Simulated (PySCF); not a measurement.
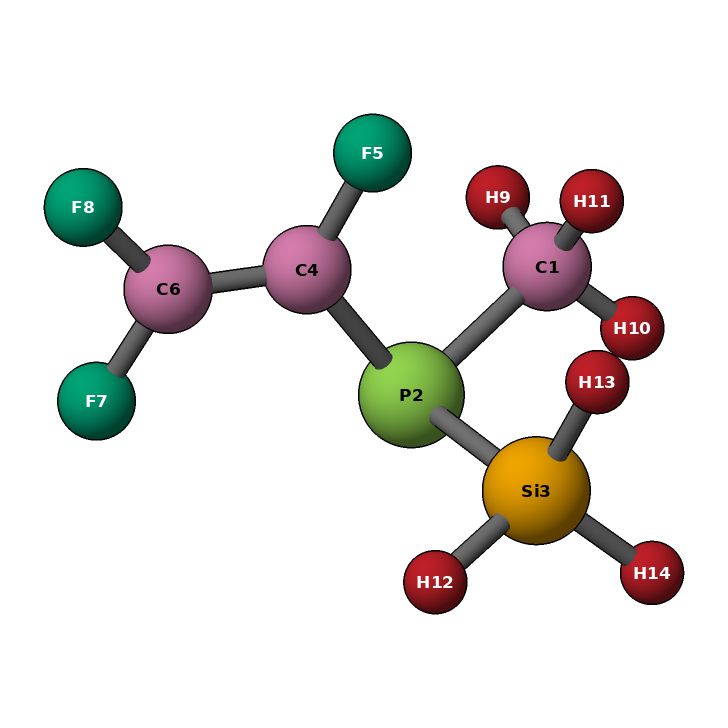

The computed structure is the end point of a GFN2-xTB optimisation. No frequency run is at hand to confirm it as a minimum. Method: GIAO PBE0/pcSseg-1 NMR shielding, non-relativistic, gas phase (PySCF 2.14.0). Principal shieldings σ11 ≤ σ22 ≤ σ33, span Ω = σ33 − σ11, skew κ = 3(σiso − σ22)/Ω.

Give the shielding tensors of the Si atoms.

```
atom    σ11    σ22    σ33   σiso     Ω     κ
 Si3  389.9  414.0  466.7  423.5  76.8  0.37
```

Shieldings and span in ppm.

The geometry is semi-empirical. Around P, Si such bond lengths and angles can be off by a tenth of an ångström or more and by several degrees, and values that hang on the shape move with them.
